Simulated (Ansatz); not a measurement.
# LiTlF4, from a guessed structure to a relaxed one, part 2 of 2

Starting from a made-up structure for LiTlF4, the aim is the relaxed cell, its shortest contacts and, where a second run follows, its electronic structure.

Ansatz 0.2.0; DFT, PBE, plane-wave PAW, files of the set soft_1, scalar-relativistic, no spin, cell and ions relaxed at zero pressure; PAW set soft_1 (the session's first sound run).

So far: Set-up; Relaxing cell and atoms.

### 3. Bands of the relaxed cell

A second self-consistent run takes a narrower smearing and the mesh shown in its input; the bands follow along the standard path of the relaxed lattice.

This step: DFT, PBE, plane-wave PAW, files of the set soft_1, scalar-relativistic, no spin, bands and density of states at the relaxed cell; PAW set soft_1 (Ansatz 0.2.0).

File input.yaml:

```yaml
crystal:
  lattice:
    - [4.8252380949, 0.0, 0.137889108]
    - [0.0, 3.5371871923, 0.0]
    - [-0.1067640575, 0.0, 4.8276910851]
  atoms:
    - { symbol: Tl, position: [0.0, 0.0, 0.0] }
    - { symbol: F, position: [0.3076843065, 0.0, 0.3075233625] }
    - { symbol: F, position: [0.2092628831, 0.5, 0.7905956232] }
    - { symbol: F, position: [0.7907371169, 0.5, 0.2094043768] }
    - { symbol: F, position: [0.6923156935, 0.0, 0.6924766375] }
    - { symbol: Li, position: [0.5, 0.5, 0.5] }
kpoints:
  mp_grid: { grid: [6, 10, 6] }
  band_path:
    path:
      - [[0.0, 0.0, 0.0], [-0.49662195, 0.0, 0.49662195], [0.0, 0.0, 0.5], [0.0, 0.5, 0.5], [-0.49662195, 0.5, 0.49662195], [0.0, 0.5, 0.0], [0.0, 0.0, 0.0], [0.5, 0.0, 0.5], [0.49662195, 0.0, 0.50337805], [0.49662195, 0.5, 0.50337805], [0.5, 0.5, 0.5], [0.5, 0.0, 0.5]]
      - [[0.0, 0.5, 0.0], [0.5, 0.5, 0.5]]
    npoints: 6
scf:
  occupations: { method: fermi_dirac, width: 0.03 }
  n_extra_bands: 10
hamiltonian:
  xc: pbe
  pseudopotentials: { kind: paw, azcp: { folder: soft_1 } }
output:
  forces: true
  stress: true
  write_bands: true
  dos: { projected: true }
  write_density: true
  write_potential: true
  elf: true
  volumetric_format: npy
```

Run with:

```console
$ ansatz run input.yaml --threads 4 --pin off --max-ram 10240MiB --backend cpu --events-out ev --progress --plain --runs-dir out
```

Numbers of over 12 decimals in the logs are rounded to 6 here.

The log of the run:

```text
[...]
Crystal: 6 atoms, lattice volume = 82.450 Å³
Basis set: ecut = 420 eV, 1577 PW (Γ), exchange–correlation on 72×48×72 points (8 copies of the dense FFT grid, shifted against one another)
Bands: 32, of which v1, the nominal top of the filled ones, is band 22 counted from 1 (21 counted from 0)
Symmetry: 4 space group operations
[...]
k-points: 120 of 360
[...]
SCF iter   1: F=—  HF=-14889.627218 eV  |F-HF|=—  |Δ(HF+E_count)|=         —  Δρ=1.12e-1  dr2=9.55e0  ethr=3.10e-3  ⟨swp⟩=6.0  Hψ=19126  notcnv=0  defer=33
[...]
SCF iter   9: F=-14886.372519 eV  HF=-14886.372519 eV  |F-HF|=1.29e-8  |Δ(HF+E_count)|=   7.16e-7  Δρ=2.99e-6  dr2=8.27e-9  ethr=2.27e-10  ⟨swp⟩=14.3  Hψ=30656  notcnv=0
SCF 1 converged in 9 iterations: F = -14886.372519 eV  dr2 = 8.27e-9
[...]
NSCF: frozen V_eff on 74 k-points
SCF converged after 9 iterations
Free energy (F): -14886.372519 eV
[...]
Internal energy: -14886.372519 eV  (E = F + TS)
E sigma→0 (E₀):  -14886.372519 eV
Fermi energy:    2.971709 eV
[...]
--- Forces (eV/Å), atoms counted from 1 ---
  atom   1  Tl     0.00000000     0.00000000     0.00000000
  atom   2  F      0.00165226    -0.00000000     0.00182242
  atom   3  F      0.00235930     0.00000000    -0.00202345
  atom   4  F     -0.00235930     0.00000000     0.00202345
  atom   5  F     -0.00165226     0.00000000    -0.00182242
  atom   6  Li    -0.00000000     0.00000000     0.00000000
  max |Σ_I F_I| component: 3.16e-30 eV/Å
--- Stress (GPa, compression-positive) ---
        0.014753       0.000000       0.016685
        0.000000       0.015594      -0.000000
        0.016681      -0.000000       0.009169
  P = ⅓ Tr σ = 0.0132 GPa (0.132 kbar)
--- Band table (eV; the first three rows and the last of 120) ---
  k-point 0: bands = [... 18 lower, 1.0515, 1.1264, 1.1679, 1.3410, 4.2044, 10.3874, 11.6105, 12.4500, ... 6 higher]
  k-point 1: bands = [... 18 lower, 1.0057, 1.0465, 1.2645, 1.3181, 4.4760, 10.1756, 11.5691, 12.7342, ... 6 higher]
  k-point 2: bands = [... 18 lower, 0.9341, 1.1250, 1.1653, 1.4367, 5.0000, 9.7038, 11.8197, 12.9590, ... 6 higher]
  k-point 119: bands = [... 18 lower, 0.9917, 1.1468, 1.2906, 1.3051, 6.0590, 11.2313, 12.0399, 12.3760, ... 6 higher]
```

Elapsed: 7.7 s, on 4 threads of Arm Neoverse V2, shared host; peak memory 0.51 GiB; 29 s of CPU time.

In the SCF lines HF is the Harris–Foulkes energy and dr2 the Hartree energy of the density residual, in eV; the loop may stop once dr2 is under the threshold and the program's other checks hold. Hψ counts applications of the Hamiltonian.

This step gave:

| Quantity | Value |
| --- | --- |
| Fermi energy | 2.972 eV |
| gap by band count | 2.516 eV |
| pressure | 0.01317 GPa |
| gap on the k-mesh | 2.516 eV |

From bands.tsv. The electronic bands at the labelled points (eV, zero at the valence top; v1 is the highest filled band, c1 the lowest empty one):

```
    point     v4     v3     v2     v1    c1    c2     c3     c4
        Γ  -0.64  -0.56  -0.52  -0.35  2.52  8.70   9.92  10.76
        X  -0.92  -0.78  -0.68  -0.38  3.71  8.38   9.22  11.97
        S  -0.79  -0.58  -0.53  -0.20  3.58  7.77  10.36  11.26
        R  -0.77  -0.68  -0.60   0.00  4.81  9.12   9.90  12.00
        A  -0.70  -0.54  -0.40  -0.38  4.37  9.54  10.35  10.69
        Z  -1.06  -0.89  -0.73  -0.73  4.55  8.90  11.04  12.59
        Γ  -0.64  -0.56  -0.52  -0.35  2.52  8.70   9.92  10.76
        Y  -0.92  -0.78  -0.68  -0.38  3.71  8.38   9.22  11.97
       X1  -0.92  -0.78  -0.68  -0.38  3.71  8.38   9.22  11.97
       A1  -0.70  -0.54  -0.40  -0.38  4.37  9.54  10.35  10.69
        T  -0.70  -0.54  -0.40  -0.38  4.37  9.54  10.35  10.69
        Y  -0.92  -0.78  -0.68  -0.38  3.71  8.38   9.22  11.97
jump to Z  -1.06  -0.89  -0.73  -0.73  4.55  8.90  11.04  12.59
        T  -0.70  -0.54  -0.40  -0.38  4.37  9.54  10.35  10.69
```

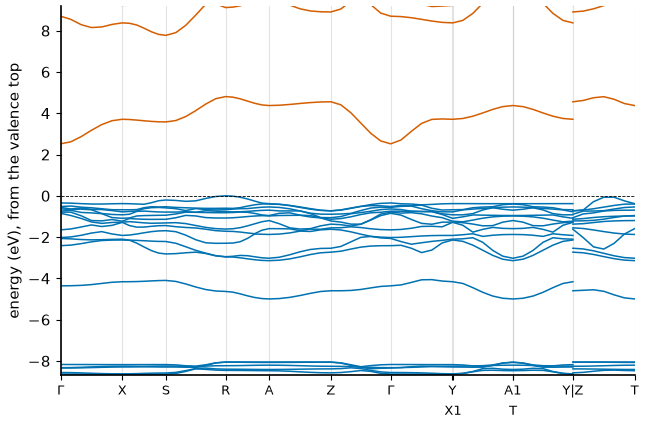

Electronic bands along the path; lines of filled and empty bands in two colours.

Counts of states for the cell as run, both spins, by energy window (eV from the valence-band top): Near the top, bands beyond those computed are missing, so counts there can be too low.

```csv
from,to,total
-8,-7,0.00
-7,-6,0.00
-6,-5,0.00
-5,-4,2.00
-4,-3,0.09
-3,-2,4.63
-2,-1,7.02
-1,0,10.26
0,1,0.00
1,2,0.00
2,3,0.06
3,4,0.97
4,5,0.97
5,6,0.00
6,7,0.00
```

Below -8 eV lie 20.0 more states.

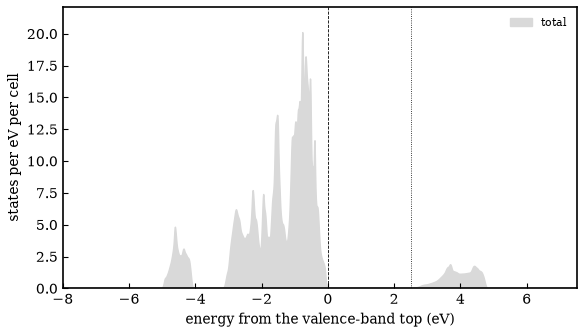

Total density of states, smoothed over about 0.04 eV. The dotted line marks the lowest empty level found on the path.

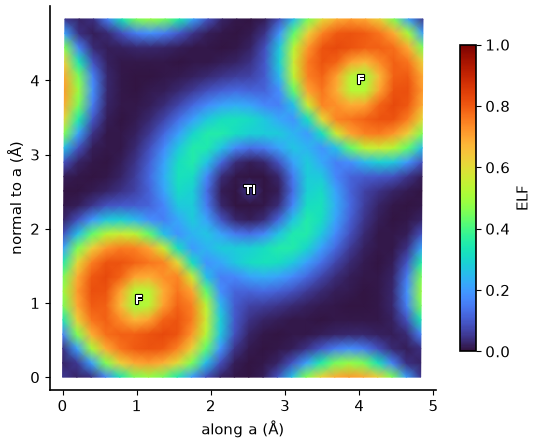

ELF in the ac plane at fractional y = 0.000, with atoms of Tl and F within 0.2 Å of it. It is the smooth field of the valence electrons, not physical close to the nuclei. The map starts off the cell's origin, so that atoms lie inside it.

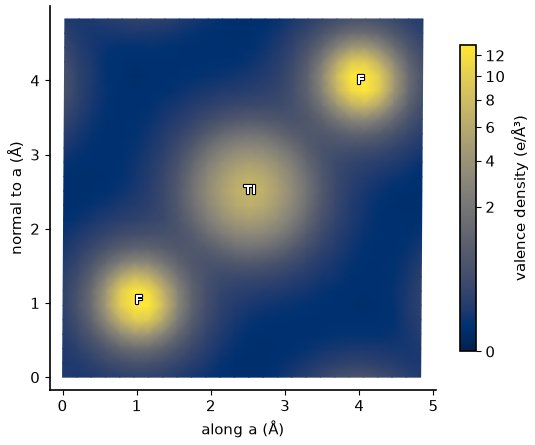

Valence density in the ac plane at fractional y = 0.000, with atoms of Tl and F within 0.2 Å of it. It is the smooth field of the valence electrons, not physical close to the nuclei. The map starts off the cell's origin, so that atoms lie inside it. The colour scale is stretched toward low values.

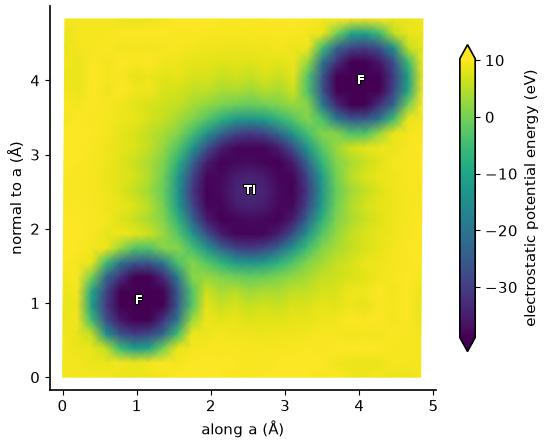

Electrostatic potential energy in the ac plane at fractional y = 0.000, with atoms of Tl and F within 0.2 Å of it. With pseudopotentials it is smooth inside the atoms' cores, unlike the true potential. The map starts off the cell's origin, so that atoms lie inside it.

### 4. Summary of results

```
space group, relaxed : Cmmm
conventional cell    : a = 6.806, b = 6.850, c = 3.537 Å; α = 90.0°, β = 90.0°, γ = 90.0°
volume per atom      : 13.74 Å³ (guess 13.98)
```

In words: LiTlF4 relaxes to Cmmm with a = 6.806, b = 6.850 and c = 3.537 Å. The guessed volume was 2 % too large. The symmetry rose from P2/m to Cmmm, so the distortion of the structure type doesn't survive with these elements. It has an indirect Kohn–Sham gap of 2.52 eV, which semilocal functionals understate. On the 6×10×6 mesh with the narrower smearing (relaxed on 6×7×6) the largest force component is 0.002 eV/Å and the largest stress component is 0.017 GPa, within the relaxation's thresholds of 0.015 eV/Å and 0.05 GPa. The cutoff wasn't tested. Spin-orbit coupling is left out, which can matter for elements this heavy. No dispersion term is used, so weakly bound directions may come out too long. Nothing here tests whether the compound is stable against decomposition.

[Logs are printed without paths, hosts, clocks, repeated set-up lines and the standing remarks that a program may print on its own settings, such as how far it seeks lower states.]

[Hosts, paths, dates, database ids (printed as entryN), source tags and the programs' standing remarks are cut or masked in the printed files.]
